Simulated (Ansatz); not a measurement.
## Pressure series in SnO

The reference is SnO in the litharge type structure (space group P4/nmm, No. 129; a = 3.836 Å, c = 4.757 Å; layered, stacked along the Cartesian z axis).

Cell and atoms are relaxed at each pressure.

Computed with PBE-D3(BJ) (Ansatz, a program for electronic structure), no spin-orbit coupling, earlier PAW set.

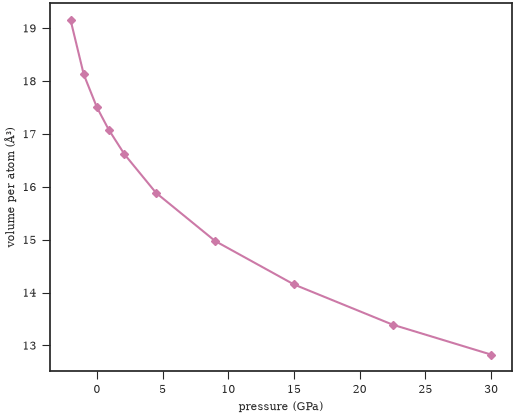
Figure. Volume per atom against pressure

From the plot, what is the volume per atom for pressure 9 GPa?

About 15.0 Å³.

Is the trend monotonic over the range shown?

Yes, it falls throughout, spanning 12.83 Å³ to 19.15 Å³.

Load acts through the strain it causes; cell and atoms are relaxed under it. No phonon test of stability was made. Competing high-pressure phases were not computed. All final runs are without spin polarisation.
